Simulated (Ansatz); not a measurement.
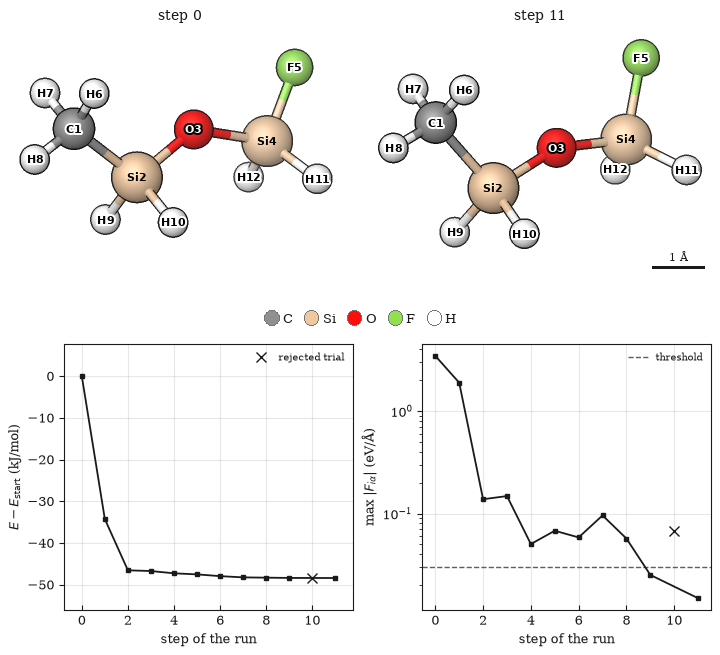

First and last geometry of a relaxation of CH$_{7}$FOSi$_{2}$ (coarse preliminary run), with the history of the run. Style: ball-and-stick. Shown at a tilt.

The start comes from a force field.

The calculation used Ansatz, RKS PBE-D4/def2-SVP. (force threshold 0.03 eV/Å; at most 200 steps)

### What do the curves and the structures tell?

It converged. The energy falls by 48.4 kJ/mol in 10 accepted moves (11 points after the start). The largest force component goes from 3.5 to 0.015 eV/Å. The line search rejected the trial step at point 10 of the run. The forces were under the threshold at step 9, but the run went on from there. The largest moves after the best rigid fit, 0.37 Å, are those of O3 and F5. By element the largest moves are F 0.37 Å, O 0.36 Å, H 0.33 Å, Si 0.23 Å, C 0.13 Å. Some distances before and after: O3–Si4 1.758 → 1.647 Å, C1–Si2 1.782 → 1.874 Å, Si4–F5 1.568 → 1.633 Å, Si4–H12 1.435 → 1.499 Å. Bond angles that change, for instance: Si2–O3–Si4 137.5° → 157.7°, H6–C1–H7 103.2° → 108.2°, Si2–C1–H6 115.1° → 110.9°.
